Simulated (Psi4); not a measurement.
## Single-point calculation of Si$_{2}$NH$_{6}$Cl

Si$_{2}$NH$_{6}$Cl, computed with B2PLYP/6-31G*, RKS (Psi4 1.11).

A bond length was changed on purpose from its optimised value.

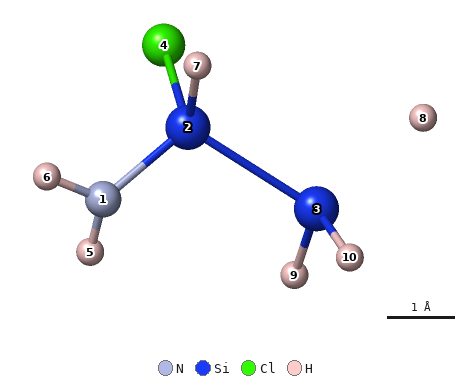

*The structure as given in the input (ball-and-stick view, seen at a tilt; atoms are numbered from 1 in the order of the input). Sticks are drawn by distance; a stretched bond gets none, so the picture shows separate pieces.*

Input (job.dat):
```
memory 2.2 GB

molecule {
  0 1
  N     -0.597501     2.366308    -0.352349
  Si    -0.185801     0.750308    -0.710449
  Si     0.580899    -0.304892     1.227851
  Cl    -1.766701    -0.409892    -1.414149
  H     -1.163901     2.583208     0.452151
  H     -0.754701     3.028208    -1.096249
  H      0.791999     0.785908    -1.823949
  H      0.872200    -2.482600     0.855100
  H     -0.433201    -0.127892     2.303751
  H      1.865799     0.293308     1.679651
  symmetry c1
}

set globals {
  basis 6-31G*
  puream true
  e_convergence 1e-09
  d_convergence 1e-08
  scf_type pk
  dft_radial_points 99
  dft_spherical_points 590
  num_frozen_docc 16
}

result, w = energy('b2plyp', return_wfn=True)
print_variables()
```

Command:
```bash
psi4 -i job.dat -o job.out -n 1
```

Output:
```
Psi4 1.11 release

   => Loading Basis Set <=

    Name: 6-31G*
    Role: ORBITAL
    Keyword: BASIS

         ---------------------------------------------------------
                                   SCF
                              RKS Reference
                        1 Threads,   2098 MiB Core
         ---------------------------------------------------------

  ==> Geometry <==

    Molecular point group: c1
    Full point group: C1

    Geometry (in Angstrom), charge = 0, multiplicity = 1:

       Center              X                  Y                   Z               Mass
    ------------   -----------------  -----------------  -----------------  -----------------
         N           -0.075703296946     2.047530846096    -0.014240569565    14.003074004430
         SI           0.335996703054     0.431530846096    -0.372340569565    27.976926534650
         SI           1.102696703054    -0.623669153904     1.565959430435    27.976926534650
         CL          -1.244903296946    -0.728669153904    -1.076040569565    34.968852682000
         H           -0.642103296946     2.264430846096     0.790259430435     1.007825032230
         H           -0.232903296946     2.709430846096    -0.758140569565     1.007825032230
         H            1.313796703054     0.467130846096    -1.485840569565     1.007825032230
         H            1.393997703054    -2.801377153904     1.193208430435     1.007825032230
         H            0.088596703054    -0.446669153904     2.641859430435     1.007825032230
         H            2.387596703054    -0.025469153904     2.017759430435     1.007825032230

  Running in c1 symmetry.

  Rotational constants: A =      0.12744  B =      0.07376  C =      0.05133 [cm^-1]
  Rotational constants: A =   3820.66625  B =   2211.31017  C =   1538.83928 [MHz]
  Nuclear repulsion =  271.850120468950649

  Charge       = 0
  Multiplicity = 1
  Electrons    = 58
  Nalpha       = 29
  Nbeta        = 29

  ==> Algorithm <==

  SCF Algorithm Type is PK.
  DIIS enabled.
  MOM disabled.
  Fractional occupation disabled.
  Guess Type is SAD.
  Energy threshold   = 1.00e-09
  Density threshold  = 1.00e-08
  Integral threshold = 1.00e-12

  ==> Primary Basis <==

  Basis Set: 6-31G*
    Blend: 6-31G*
    Number of shells: 42
    Number of basis functions: 80
    Number of Cartesian functions: 84
    Spherical Harmonics?: true
    Max angular momentum: 2

  ==> DFT Potential <==

   => LibXC <=

    Version 7.1.2

   => Composite Functional: B2PLYP <=

    B2PLYP Double Hybrid Exchange-Correlation Functional

    Deriv               =              1
    GGA                 =           TRUE
    Meta                =          FALSE

    Exchange Hybrid     =           TRUE
    MP2 Hybrid          =           TRUE

   => Exchange Functionals <=

    0.4700     XC_GGA_X_B88

   => Exact (HF) Exchange <=

    0.5300               HF

   => Correlation Functionals <=

    0.7300     XC_GGA_C_LYP

   => MP2 Correlation <=

    0.2700       MP2

   => LibXC Density Thresholds  <==

    XC_GGA_C_LYP:  1.00E-14
    XC_GGA_X_B88:  1.00E-15

   => Molecular Quadrature <=

    Radial Scheme          =       TREUTLER
    Pruning Scheme         =           NONE
    Nuclear Scheme         =       TREUTLER

    Blocking Scheme        =         OCTREE
    BS radius alpha        =              1
    Pruning alpha          =              1
    Radial Points          =             99
    Spherical Points       =            590
    Total Points           =         551788
    Total Blocks           =           3906
    Max Points             =            256
    Max Functions          =             77
    Weights Tolerance      =       1.00E-15

  ==> Integral Setup <==

  Using in-core PK algorithm.
   Calculation information:
      Number of atoms:                  10
      Number of AO shells:              42
      Number of primitives:            120
      Number of atomic orbitals:        84
      Number of basis functions:        80

      Integral cutoff                 1.00e-12
      Number of threads:                 1

  Performing in-core PK
  Using 10500840 doubles for integral storage.
  We computed 345549 shell quartets total.
  Whereas there are 408156 unique shell quartets.

  ==> DiskJK: Disk-Based J/K Matrices <==

    J tasked:                  Yes
    K tasked:                  Yes
    wK tasked:                  No
    Memory [MiB]:              614
    Schwarz Cutoff:          1E-12

  Cached 100.0% of DFT collocation blocks in 0.937 [GiB].

  Minimum eigenvalue in the overlap matrix is 6.4805881188E-03.
  Reciprocal condition number of the overlap matrix is 1.4393473014E-03.
    Using symmetric orthogonalization.

  ==> Pre-Iterations <==

  SCF Guess: Superposition of Atomic Densities via on-the-fly atomic UHF (no occupation information).

   -------------------------
    Irrep   Nso     Nmo
   -------------------------
     A         80      80
   -------------------------
    Total      80      80
   -------------------------

  ==> Iterations <==

                        Total Energy        Delta E     RMS |[F,P]|

   @RKS iter SAD: -1096.20348244323463   -1.09620e+03   0.00000e+00
   @RKS iter   1: -1096.68132237617397   -4.77840e-01   7.08985e-03 DIIS/ADIIS
   @RKS iter   2: -1096.68862868127894   -7.30631e-03   7.06628e-03 DIIS/ADIIS
   @RKS iter   3: -1096.84015303678257   -1.51524e-01   5.88990e-04 DIIS/ADIIS
   @RKS iter   4: -1096.84138028767461   -1.22725e-03   1.68296e-04 DIIS/ADIIS
   @RKS iter   5: -1096.84152628741663   -1.46000e-04   2.31393e-05 DIIS
   @RKS iter   6: -1096.84152927936930   -2.99195e-06   5.61291e-06 DIIS
   @RKS iter   7: -1096.84152946461222   -1.85243e-07   1.54126e-06 DIIS
   @RKS iter   8: -1096.84152947718621   -1.25740e-08   4.15283e-07 DIIS
   @RKS iter   9: -1096.84152947817756   -9.91349e-10   9.00464e-08 DIIS
   @RKS iter  10: -1096.84152947822918   -5.16138e-11   2.47005e-08 DIIS
   @RKS iter  11: -1096.84152947823418   -5.00222e-12   5.49800e-09 DIIS
  Energy and wave function converged.

  ==> Post-Iterations <==

   Electrons on quadrature grid:
      Ntotal   =   57.9999982253 ; deviation = -1.775e-06

    Orbital Energies [Eh]
    ---------------------

    Doubly Occupied:

       1A   -102.883090     2A    -67.278006     3A    -67.259944
       4A    -14.848022     5A     -9.895907     6A     -7.534410
       7A     -7.530184     8A     -7.530087     9A     -5.677503
      10A     -5.662629    11A     -3.931947    12A     -3.930177
      13A     -3.929743    14A     -3.916129    15A     -3.914832
      16A     -3.914516    17A     -0.996501    18A     -0.927288
      19A     -0.648446    20A     -0.595692    21A     -0.577763
      22A     -0.489465    23A     -0.449686    24A     -0.421579
      25A     -0.408659    26A     -0.375938    27A     -0.346089
      28A     -0.345491    29A     -0.318395

    Virtual:

      30A     -0.011125    31A      0.053462    32A      0.068775
      33A      0.091314    34A      0.123274    35A      0.145223
      36A      0.175564    37A      0.180365    38A      0.185634
      39A      0.240827    40A      0.271943    41A      0.286834
      42A      0.297304    43A      0.314539    44A      0.363333
      45A      0.407851    46A      0.453044    47A      0.486977
      48A      0.543166    49A      0.563124    50A      0.607528
      51A      0.629062    52A      0.676141    53A      0.692990
      54A      0.732371    55A      0.743818    56A      0.750169
      57A      0.760401    58A      0.780804    59A      0.818769
      60A      0.917240    61A      0.924311    62A      0.991001
      63A      0.992633    64A      1.000429    65A      1.003350
      66A      1.025971    67A      1.059422    68A      1.078563
      69A      1.094186    70A      1.128470    71A      1.211368
      72A      1.253338    73A      1.280256    74A      1.354156
      75A      1.433565    76A      1.821434    77A      1.934749
      78A      2.263358    79A      2.481593    80A      2.542377

    Final Occupation by Irrep:
              A
    DOCC [    29 ]
    NA   [    29 ]
    NB   [    29 ]

  @RKS Final Energy: -1096.84152947823418

   => Energetics <=

    Nuclear Repulsion Energy =            271.8501204689506494
    One-Electron Energy =               -2057.3039210967285726
    Two-Electron Energy =                 726.4096439050499612
    DFT Exchange-Correlation Energy =     -37.7973727555060393
    Empirical Dispersion Energy =           0.0000000000000000
    VV10 Nonlocal Energy =                  0.0000000000000000
    Total Energy =                      -1096.8415294782341789

Computation Completed

Properties will be evaluated at   0.000000,   0.000000,   0.000000 [a0]

Properties computed using the SCF density matrix

 Multipole Moments:

 ------------------------------------------------------------------------------------
     Multipole            Electronic (a.u.)      Nuclear  (a.u.)        Total (a.u.)
 ------------------------------------------------------------------------------------

 L = 1.  Multiply by 2.5417464519 to convert [e a0] to [Debye]
 Dipole X            :         -5.1223711            5.2107493            0.0883782
 Dipole Y            :         -1.3627509            2.6888555            1.3261046
 Dipole Z            :         -4.8407350            5.1351341            0.2943992
 Magnitude           :                                                    1.3612623

 ------------------------------------------------------------------------------------

	total time  =         17 seconds =       0.28 minutes

   => Loading Basis Set <=

    Name: (6-31G* AUX)
    Role: RIFIT
    Keyword: DF_BASIS_MP2

	 --------------------------------------------------------
	                          DF-MP2
	      2nd-Order Density-Fitted Moller-Plesset Theory
	              RMP2 Wavefunction,   1 Threads

	 --------------------------------------------------------

   => Auxiliary Basis Set <=

  Basis Set: (6-31G* AUX)
    Blend: CC-PVDZ-RI
    Number of shells: 126
    Number of basis functions: 368
    Number of Cartesian functions: 426
    Spherical Harmonics?: true
    Max angular momentum: 3

	 --------------------------------------------------------
	                 NBF =    80, NAUX =   368
	 --------------------------------------------------------
	   CLASS    FOCC     OCC    AOCC    AVIR     VIR    FVIR
	   PAIRS      16      29      13      51      51       0
	 --------------------------------------------------------

	-----------------------------------------------------------
	 ==================> DF-MP2 Energies <====================
	-----------------------------------------------------------
	 Reference Energy          =   -1096.8415294782341789 [Eh]
	 Singles Energy            =      -0.0000000000000000 [Eh]
	 Same-Spin Energy          =      -0.1302965685779056 [Eh]
	 Opposite-Spin Energy      =      -0.4340763726972653 [Eh]
	 Correlation Energy        =      -0.5643729412751709 [Eh]
	 Total Energy              =   -1097.4059024195094025 [Eh]
	-----------------------------------------------------------
	 ================> DF-SCS-MP2 Energies <==================
	-----------------------------------------------------------
	 SCS Same-Spin Scale       =       0.3333333333333333 [-]
	 SCS Opposite-Spin Scale   =       1.2000000000000000 [-]
	 SCS Same-Spin Energy      =      -0.0434321895259685 [Eh]
	 SCS Opposite-Spin Energy  =      -0.5208916472367183 [Eh]
	 SCS Correlation Energy    =      -0.5643238367626868 [Eh]
	 SCS Total Energy          =   -1097.4058533149968753 [Eh]
	-----------------------------------------------------------

    B2PLYP Energy Summary
    ---------------------
    DFT Reference Energy                  = -1096.8415294782341789
    Scaled MP2 Correlation                =    -0.1523806941442961
    @Final double-hybrid DFT total energy = -1096.9939101723784916

	total time  =          1 seconds =       0.02 minutes

  Variable Map:
  ----------------------------------------------------------------------------
  "B2PLYP DOUBLE-HYBRID CORRECTION ENERGY" =>      -0.152380694144
  "B2PLYP TOTAL ENERGY"                    =>   -1096.993910172378
  "CURRENT ENERGY"                         =>   -1096.993910172378
  "CURRENT REFERENCE ENERGY"               =>   -1096.841529478234
  "DD SOLVATION ENERGY"                    =>       0.000000000000
  "DFT FUNCTIONAL TOTAL ENERGY"            =>   -1096.841529478234
  "DFT TOTAL ENERGY"                       =>   -1096.993910172378
  "DFT VV10 ENERGY"                        =>       0.000000000000
  "DFT XC ENERGY"                          =>     -37.797372755506
  "DOUBLE-HYBRID CORRECTION ENERGY"        =>      -0.152380694144
  "GRID ELECTRONS ALPHA"                   =>      28.999999112626
  "GRID ELECTRONS BETA"                    =>      28.999999112626
  "GRID ELECTRONS TOTAL"                   =>      57.999998225251
  "NUCLEAR REPULSION ENERGY"               =>     271.850120468951
  "ONE-ELECTRON ENERGY"                    =>   -2057.303921096729
  "PCM POLARIZATION ENERGY"                =>       0.000000000000
  "PE ENERGY"                              =>       0.000000000000
  "SCF ITERATION ENERGY"                   =>   -1096.841529478234
  "SCF ITERATIONS"                         =>      11.000000000000
  "SCF TOTAL ENERGY"                       =>   -1096.841529478234
  "TWO-ELECTRON ENERGY"                    =>     726.409643905050
  "XC GRID RADIAL POINTS"                  =>      99.000000000000
  "XC GRID SPHERICAL POINTS"               =>     590.000000000000
  "XC GRID TOTAL POINTS"                   =>  551788.000000000000

  Array Variable Map:
  ----------------------------------------------------------------------------
  "CURRENT DIPOLE"                         =>       0.088378209638 ... 0.294399165793 1 by 3
  "SCF DIPOLE"                             =>       0.088378209638 ... 0.294399165793 1 by 3
  "SCF TOTAL ENERGIES"                     =>   -1096.203482443235 ... -1096.841529478234 1 by 12

    Psi4 run time: 0:00:18.24
```

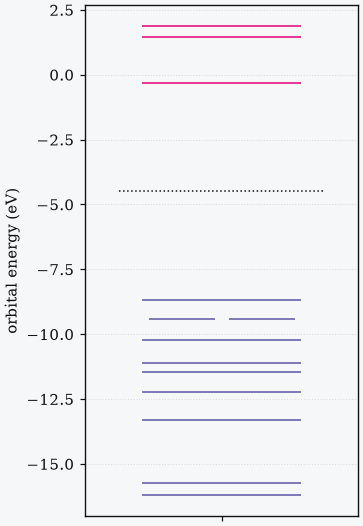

*Orbital energies near the frontier; the dotted line parts filled from empty levels, and levels within 0.02 eV of each other stand side by side.*

Highest filled −8.66 eV, lowest empty −0.30 eV, 8.36 eV apart.

Key numbers:

```json
{"quantity": "outcome", "value": "converged"}
{"quantity": "total energy", "value": "−1096.993910 hartree"}
{"quantity": "SCF energy", "value": "−1096.841529 hartree"}
{"quantity": "basis functions", "value": "80"}
{"quantity": "HOMO", "value": "−8.66 eV"}
{"quantity": "LUMO", "value": "−0.30 eV"}
{"quantity": "hardware", "value": "1 thread of Intel Xeon (Sapphire Rapids), 32 GiB of memory available, shared host"}
{"quantity": "wall time", "value": "20 s"}
{"quantity": "peak memory", "value": "1.3 GiB"}
```
